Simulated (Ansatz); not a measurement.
# BClH4: the cost of one run

Computed with Ansatz 0.2.0, Gaussian basis. Level: r2SCAN-D4/def2-SVP.

### 1 Starting geometry

The start, a known saddle point with all atoms moved at random by about 0.06 Å a coordinate: 6 atoms, charge 0, spin multiplicity 1.

Atoms are counted from 1 here; the program's logs count them from 0.

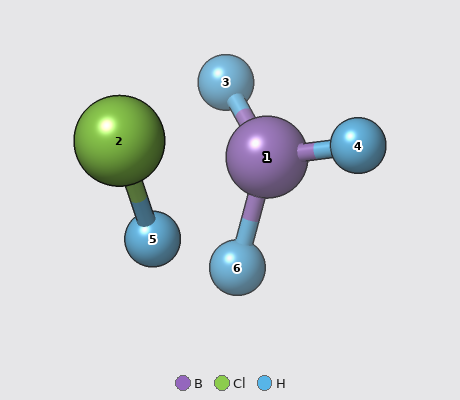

The starting geometry (boron purple, chlorine green, hydrogen blue); atoms are numbered from 1 in the order of the file.

Geometry (Å):

```xyz
6

B    -0.00772   -0.48427    0.17523
Cl    0.73692    1.13990   -1.00497
H    -0.47105   -1.10871   -0.71167
H     0.84069   -0.82708    0.80532
H    -0.39594    1.00149   -0.07844
H    -0.87019    0.21225    0.74117
```

### 2 The search

run/in.yaml

```yaml
crystal:
  periodic: [false, false, false]
  atoms:
    - {symbol: B, position_ang: [-0.007722, -0.484267, 0.175228]}
    - {symbol: Cl, position_ang: [0.736921, 1.139895, -1.004966]}
    - {symbol: H, position_ang: [-0.471046, -1.108710, -0.711670]}
    - {symbol: H, position_ang: [0.840693, -0.827078, 0.805324]}
    - {symbol: H, position_ang: [-0.395944, 1.001491, -0.078444]}
    - {symbol: H, position_ang: [-0.870187, 0.212248, 0.741173]}
basis:
  gaussian: {orbitals: def2-SVP}
hamiltonian: {xc: r2scan, dispersion: d4}
saddle:
  f_tol: 0.02
  max_steps: 40
  mode_guess:
    - [-0.2799, -0.2965, 0.3544]
    - [-0.0944, 0.1829, 0.0473]
    - [0.0708, -0.0763, -0.0612]
    - [0.0807, -0.0738, -0.0513]
    - [0.3199, 0.4961, -0.4452]
    - [-0.0972, -0.2324, 0.1561]
```

Started as:

```
$ ansatz run in.yaml --threads 2 --pin off --events-out ev --progress --plain --max-ram 4352MiB
```

**Question.** How long does this run take on 2 threads of Arm Neoverse V1, shared host?

About 36 s.
